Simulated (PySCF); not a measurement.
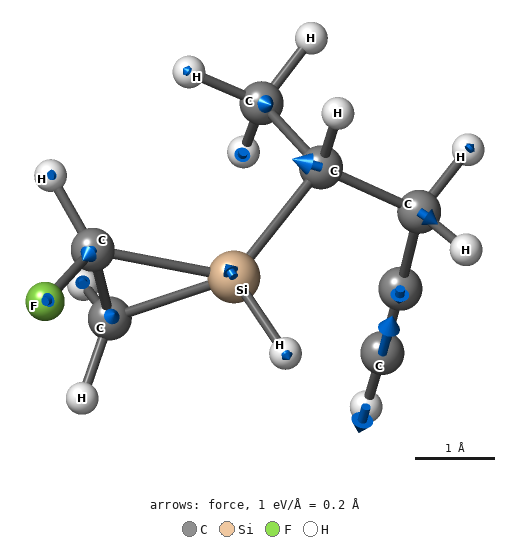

Starting geometry of C7H11FSi with the computed forces as blue arrows. Style: ball-and-stick. Shown at a tilt.

The start comes from GFN2-xTB. Its atoms were then displaced at random by about 0.01 Å.

These are results of PBE0-D3(BJ)/def2-SVP geometry optimisation, gas phase (PySCF 2.14.0, density-fitted response routines), not measurements. 

> Is this structure relaxed? If not, where do the atoms go?

It isn't relaxed: the largest force vector, on a C atom, is 3.56 eV/Å. The final displacements have little in common with the starting forces (cosine between the two patterns 0.16). The largest move after the best rigid fit is that of an H atom, 0.22 Å. Largest moves by element: H 0.22 Å, F 0.20 Å, C 0.09 Å, Si 0.06 Å. Among the contacts that change: C–C 1.485 → 1.541 Å, C–H 1.021 → 1.074 Å, C–F 1.405 → 1.366 Å, C–Si 1.923 → 1.893 Å. Bond angles that change, for instance: Si–C–H 127.7° → 118.9°, Si–C–H 119.5° → 113.3°, F–C–H 105.9° → 110.8°. The energy falls by 5.90 kcal/mol in 12 geometry steps. Cost: 6.9 min on 1 thread of Arm Neoverse N1 (shared host).
